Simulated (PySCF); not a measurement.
# Geometry relaxation of C4H9Ga

The run: geometry relaxation of C4H9Ga. Method and program: PBE0-D3(BJ)/def2-SVP geometry optimisation, gas phase (PySCF 2.14.0).

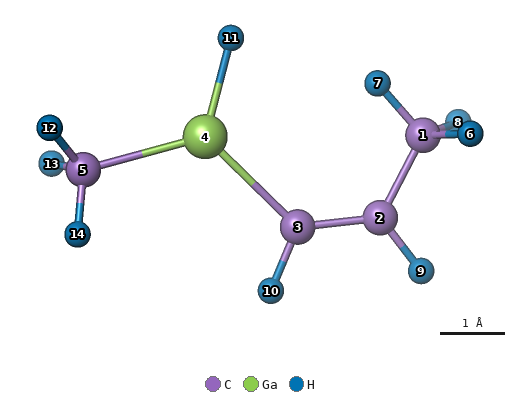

The structure as given in the input (ball-and-stick view, seen at a tilt; atoms are numbered from 1 in the order of the input). Sticks mark near contacts.

**Key numbers**

```tsv
quantity	value
outcome	converged
total energy	−2081.862232 hartree
dipole moment	0.71 D
point group	C1
hardware	1 CPU thread, shared host
wall time	99 s
peak memory	0.55 GiB
```

**Input file**
```
{"job": {"xc": "PBE0", "basis": "def2-SVP", "d3": "d3bj", "grid": 1, "shake": 0.01, "kind": "geom"}, "charge": 0, "multiplicity": 1}
C     -2.402650     0.386830     0.340560
C     -1.729510    -0.751650    -0.292970
C     -0.421290    -0.845410    -0.412140
Ga     1.046320     0.462720     0.194870
C      2.976690     0.070020    -0.153770
H     -3.104020     0.883940    -0.382190
H     -1.679940     1.145230     0.676930
H     -3.006900     0.085790     1.179520
H     -2.380700    -1.528540    -0.642110
H     -0.002150    -1.743880    -0.873650
H      0.641290     1.809530     0.977900
H      3.542040     0.993620    -0.358110
H      3.426390    -0.376390     0.717830
H      3.087280    -0.606870    -0.980430
```

The first line tells a small driver script what to run in PySCF; the rest is the geometry in Å.

Launch command:
```bash
OMP_NUM_THREADS=1 python <driver script> task.json out
```

**The program's output**
```
step   0  E = -2081.85426626  max force = 0.055411
step   1  E = -2081.86098515  max force = 0.010964
step   2  E = -2081.86149414  max force = 0.005093
step   3  E = -2081.86184680  max force = 0.006188
step   4  E = -2081.86198718  max force = 0.004043
step   5  E = -2081.86218623  max force = 0.000818
step   6  E = -2081.86220670  max force = 0.000573
step   7  E = -2081.86222368  max force = 0.000280
step   8  E = -2081.86223150  max force = 0.000225
optimisation converged
```

**Trajectory as extended XYZ (Å, eV, eV/Å), 9 frames, from step=0 to step=8**
```
14
Properties=species:S:1:pos:R:3:forces:R:3 step=0 energy=-56650.14008
C    -2.4026    0.3868    0.3406   -0.4517   1.3066  -0.8351
C    -1.7295   -0.7517   -0.2930   -0.4616   0.6387   0.4947
C    -0.4213   -0.8454   -0.4121    2.8493   0.3231   0.0696
Ga    1.0463    0.4627    0.1949   -0.6676  -0.3471  -0.1289
C     2.9767    0.0700   -0.1538   -0.8529   1.0161   0.0226
H    -3.1040    0.8839   -0.3822    0.3162  -0.2363   0.3971
H    -1.6799    1.1452    0.6769   -0.0881  -0.0179   0.0341
H    -3.0069    0.0858    1.1795   -0.5271  -0.2816   0.7280
H    -2.3807   -1.5285   -0.6421   -0.5028  -0.8366  -0.4097
H    -0.0022   -1.7439   -0.8737   -0.0863  -0.2171  -0.1765
H     0.6413    1.8095    0.9779    0.1178  -0.3179  -0.1855
H     3.5420    0.9936   -0.3581   -0.1044  -0.0079  -0.0409
H     3.4264   -0.3764    0.7178    0.3054  -0.4225   0.7435
H     3.0873   -0.6069   -0.9804    0.1540  -0.5994  -0.7131
14
Properties=species:S:1:pos:R:3:forces:R:3 step=1 energy=-56650.32291
C    -2.3596    0.2619    0.4979   -0.0467  -0.0432   0.1219
C    -1.5684   -0.8739   -0.0571    0.0636  -0.2979  -0.0608
C    -0.2283   -0.9372   -0.2214   -0.5638   0.1778  -0.0834
Ga    0.9625    0.5677    0.0727    0.2583  -0.3030  -0.0133
C     2.8355    0.3128   -0.4322    0.2777  -0.2101  -0.0587
H    -3.0869    0.6143   -0.2492   -0.0641   0.0746  -0.0442
H    -1.7274    1.1074    0.8038   -0.0335  -0.0106  -0.0217
H    -2.9561   -0.0609    1.3721    0.0762   0.0001  -0.0860
H    -2.1855   -1.7411   -0.3627    0.1241   0.1051   0.0873
H     0.1562   -1.8598   -0.6725    0.0649  -0.0328   0.0339
H     0.4834    1.8816    0.7459   -0.1072   0.2923   0.1056
H     3.3611    1.2384   -0.6999    0.0237   0.0807  -0.0089
H     3.3579   -0.1138    0.4482   -0.0339   0.0504  -0.1160
H     2.9520   -0.4142   -1.2580   -0.0393   0.1165   0.1445
14
Properties=species:S:1:pos:R:3:forces:R:3 step=2 energy=-56650.33676
C    -2.4624    0.2333    0.5014    0.0928   0.0359   0.0189
C    -1.5894   -0.8472   -0.0439   -0.0164  -0.0510   0.0243
C    -0.2488   -0.8553   -0.2000   -0.2619  -0.0179  -0.1969
Ga    1.0390    0.5882    0.0681   -0.0393  -0.0798   0.0951
C     2.9127    0.2934   -0.4475    0.0849  -0.1547  -0.0167
H    -3.2039    0.5438   -0.2538    0.0008   0.0228  -0.0053
H    -1.8934    1.1174    0.8190    0.0252   0.0348  -0.0031
H    -3.0450   -0.1342    1.3643    0.0380  -0.0075  -0.0231
H    -2.1520   -1.7442   -0.3546    0.0668   0.0134   0.0472
H     0.1303   -1.7830   -0.6474    0.1414  -0.0344   0.0197
H     0.6142    1.9356    0.7452   -0.0666   0.1441   0.0403
H     3.4548    1.2111   -0.7176   -0.0540   0.0404   0.0064
H     3.4327   -0.1434    0.4258   -0.0062   0.0215  -0.0418
H     3.0076   -0.4323   -1.2716   -0.0057   0.0325   0.0350
14
Properties=species:S:1:pos:R:3:forces:R:3 step=3 energy=-56650.34635
C    -2.3976    0.2528    0.4915   -0.2046  -0.0573  -0.0429
C    -1.6126   -0.8883   -0.0633    0.1574   0.3182   0.1572
C    -0.2769   -0.9028   -0.2348    0.0522  -0.2031  -0.2315
Ga    0.9973    0.5514    0.0721   -0.0390   0.0650   0.0576
C     2.8889    0.3083   -0.4299   -0.0246  -0.0385   0.0465
H    -3.1523    0.5964   -0.2377    0.0058   0.0043   0.0282
H    -1.7641    1.1078    0.7658    0.0110  -0.0307  -0.0176
H    -2.9594   -0.0660    1.3848   -0.0330   0.0130   0.0300
H    -2.2043   -1.7751   -0.3375    0.0189   0.0031   0.0053
H     0.1208   -1.8313   -0.6686    0.0679  -0.0016   0.0264
H     0.5300    1.9037    0.7519    0.0319  -0.0626  -0.0412
H     3.3996    1.2490   -0.6855   -0.0616   0.0057   0.0089
H     3.4173   -0.1208    0.4394    0.0214   0.0032   0.0082
H     3.0097   -0.4021   -1.2604   -0.0038  -0.0188  -0.0351
14
Properties=species:S:1:pos:R:3:forces:R:3 step=4 energy=-56650.35017
C    -2.3987    0.2620    0.4912    0.0753   0.0388  -0.0263
C    -1.5909   -0.8651   -0.0617   -0.0762  -0.1968  -0.0090
C    -0.2608   -0.9166   -0.2638    0.0410   0.2079   0.0211
Ga    0.9908    0.5447    0.0761    0.0479   0.0613  -0.0140
C     2.8811    0.2991   -0.4240   -0.0021   0.0274   0.0684
H    -3.1662    0.5877   -0.2323    0.0285  -0.0263   0.0023
H    -1.7780    1.1301    0.7529   -0.0152   0.0085   0.0069
H    -2.9461   -0.0608    1.3923   -0.0002  -0.0101   0.0096
H    -2.1843   -1.7553   -0.3169   -0.0670  -0.0468  -0.0271
H     0.1414   -1.8492   -0.6874   -0.0882   0.0473   0.0407
H     0.5106    1.8953    0.7549    0.0496  -0.1044  -0.0489
H     3.3803    1.2466   -0.6753   -0.0055  -0.0002  -0.0025
H     3.4148   -0.1303    0.4416    0.0275   0.0051   0.0061
H     3.0023   -0.4051   -1.2599   -0.0153  -0.0117  -0.0273
14
Properties=species:S:1:pos:R:3:forces:R:3 step=5 energy=-56650.35559
C    -2.4137    0.2531    0.4938    0.0144   0.0043  -0.0013
C    -1.5979   -0.8666   -0.0606    0.0009  -0.0352   0.0271
C    -0.2654   -0.8904   -0.2571   -0.0261   0.0248  -0.0420
Ga    1.0040    0.5576    0.0703   -0.0031  -0.0047   0.0040
C     2.8910    0.2951   -0.4239    0.0191  -0.0357   0.0294
H    -3.1805    0.5720   -0.2321   -0.0048   0.0011  -0.0059
H    -1.8014    1.1260    0.7591    0.0012   0.0025   0.0008
H    -2.9620   -0.0757    1.3930    0.0040   0.0010  -0.0027
H    -2.1820   -1.7626   -0.3242   -0.0012   0.0010   0.0007
H     0.1351   -1.8214   -0.6814   -0.0028  -0.0039   0.0017
H     0.5440    1.9059    0.7449   -0.0036   0.0174   0.0044
H     3.3963    1.2379   -0.6790   -0.0043   0.0111  -0.0058
H     3.4227   -0.1346    0.4436    0.0090   0.0094  -0.0128
H     3.0062   -0.4131   -1.2588   -0.0026   0.0068   0.0024
14
Properties=species:S:1:pos:R:3:forces:R:3 step=6 energy=-56650.35615
C    -2.4109    0.2541    0.4945   -0.0049  -0.0003  -0.0028
C    -1.6016   -0.8692   -0.0621    0.0049  -0.0007   0.0229
C    -0.2707   -0.8908   -0.2683    0.0074   0.0082  -0.0295
Ga    1.0020    0.5544    0.0658   -0.0053  -0.0033   0.0021
C     2.8931    0.2943   -0.4183    0.0014  -0.0185   0.0223
H    -3.1834    0.5715   -0.2264   -0.0008  -0.0012  -0.0007
H    -1.7947    1.1270    0.7509   -0.0008  -0.0012  -0.0002
H    -2.9518   -0.0700    1.3996   -0.0011   0.0019   0.0007
H    -2.1877   -1.7655   -0.3195    0.0002   0.0011  -0.0003
H     0.1293   -1.8225   -0.6917   -0.0029  -0.0021  -0.0028
H     0.5402    1.9042    0.7390    0.0008   0.0056  -0.0002
H     3.3938    1.2400   -0.6728   -0.0049   0.0042  -0.0049
H     3.4257   -0.1319    0.4500    0.0055   0.0057  -0.0047
H     3.0131   -0.4127   -1.2531    0.0005   0.0006  -0.0017
14
Properties=species:S:1:pos:R:3:forces:R:3 step=7 energy=-56650.35661
C    -2.4107    0.2536    0.4977   -0.0062  -0.0023   0.0010
C    -1.6034   -0.8683   -0.0647   -0.0006   0.0098   0.0052
C    -0.2752   -0.8846   -0.2871    0.0144  -0.0049  -0.0007
Ga    1.0008    0.5555    0.0573   -0.0021  -0.0016   0.0013
C     2.8961    0.2891   -0.4085   -0.0076   0.0043   0.0041
H    -3.1926    0.5651   -0.2156    0.0002  -0.0008   0.0009
H    -1.7951    1.1299    0.7438   -0.0005  -0.0008  -0.0005
H    -2.9399   -0.0691    1.4102   -0.0023   0.0011   0.0011
H    -2.1893   -1.7667   -0.3152    0.0010   0.0018  -0.0007
H     0.1235   -1.8163   -0.7116   -0.0014   0.0013  -0.0093
H     0.5394    1.9091    0.7247    0.0018  -0.0033  -0.0031
H     3.3935    1.2360   -0.6667    0.0017  -0.0031  -0.0035
H     3.4278   -0.1297    0.4635   -0.0005   0.0023   0.0034
H     3.0215   -0.4205   -1.2403    0.0021  -0.0035   0.0007
14
Properties=species:S:1:pos:R:3:forces:R:3 step=8 energy=-56650.35682
C    -2.4106    0.2525    0.5021   -0.0014  -0.0008   0.0023
C    -1.6045   -0.8664   -0.0679   -0.0017   0.0066  -0.0038
C    -0.2778   -0.8802   -0.3003    0.0089  -0.0071   0.0116
Ga    0.9999    0.5569    0.0486    0.0010  -0.0010   0.0023
C     2.8985    0.2857   -0.4008   -0.0079   0.0093  -0.0081
H    -3.1983    0.5626   -0.2054    0.0005  -0.0002   0.0011
H    -1.7957    1.1302    0.7449   -0.0005  -0.0004  -0.0009
H    -2.9327   -0.0725    1.4179   -0.0006  -0.0004   0.0000
H    -2.1907   -1.7651   -0.3168    0.0010   0.0009  -0.0010
H     0.1190   -1.8110   -0.7288   -0.0016   0.0038  -0.0102
H     0.5377    1.9142    0.7075   -0.0002  -0.0020  -0.0014
H     3.3957    1.2310   -0.6650    0.0027  -0.0047  -0.0017
H     3.4264   -0.1242    0.4775   -0.0032   0.0009   0.0065
H     3.0295   -0.4306   -1.2261    0.0029  -0.0049   0.0034
```

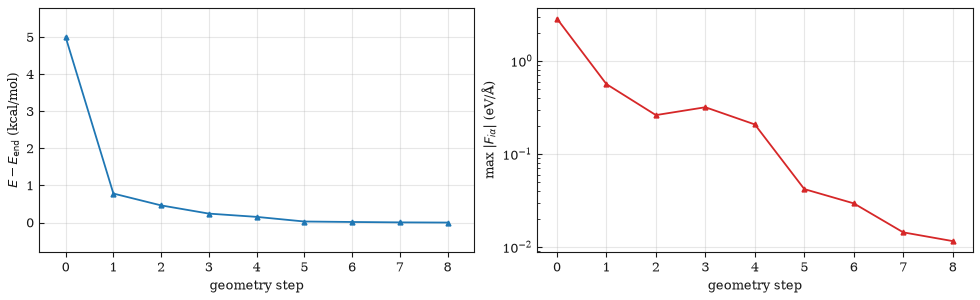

Progress of the relaxation, step by step (steps are counted from 0).

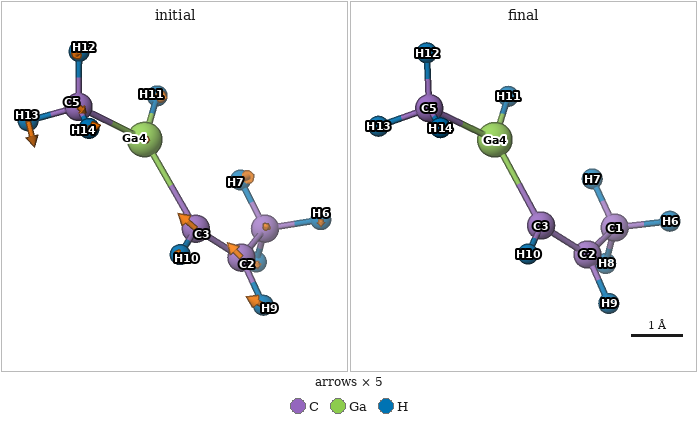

Before (left) and after (right) the relaxation, at one scale (ball-and-stick view, seen at an oblique angle). The orange arrows give the displacements, magnified 5 times. After 8 geometry steps the energy has fallen by 5.00 kcal/mol. The largest force component goes from 2.8 to 0.012 eV/Å. The largest moves after the best rigid fit, 0.11 Å, are those of H7 and H13. Largest moves by element: H 0.11 Å, C 0.10 Å, Ga 0.03 Å. Among the contacts that change: C3–Ga4 2.058 → 1.954 Å, Ga4–H11 1.610 → 1.578 Å, Ga4–C5 2.001 → 1.970 Å, C2–C3 1.317 → 1.347 Å. Among the angles that change: Ga4–C3–H10 111.9° → 117.2°, C1–C2–C3 123.4° → 127.3°, C3–C2–H9 121.5° → 118.5°. (Atoms are counted from 1 in the order of the input.)
